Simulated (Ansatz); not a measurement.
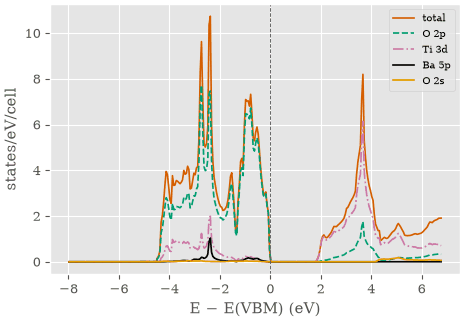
Fig. 1. Total and projected density of states of BaTiO3 (cubic perovskite, Pm-3m), DFT-PBEsol in the program Ansatz with PAW potentials

### Question
Which orbitals carry the states next to the gap?

### Answer
Top 1 eV of the valence band: O 2p 93 %. Bottom 1 eV of the conduction band: Ti 3d 88 %, O 2p 10 %. Projections are on Löwdin-orthogonalised atomic valence shells; empty p or d shells of many metals are not among them.

### Question
Where is the tallest occupied peak in this window, and what makes it?

### Answer
Near -2.4 eV, about 11 states/eV per cell; the largest projected share is O 2p.

This is a known high-temperature phase of the composition, computed here at zero pressure and temperature. The PBEsol relaxation kept the symmetry of its start; whether a distortion lowers the energy is not shown. No spin polarisation was allowed. Scalar-relativistic: spin–orbit coupling is off unless named, which matters more the heavier the elements.

Potentials: the later of the program's two PAW sets.
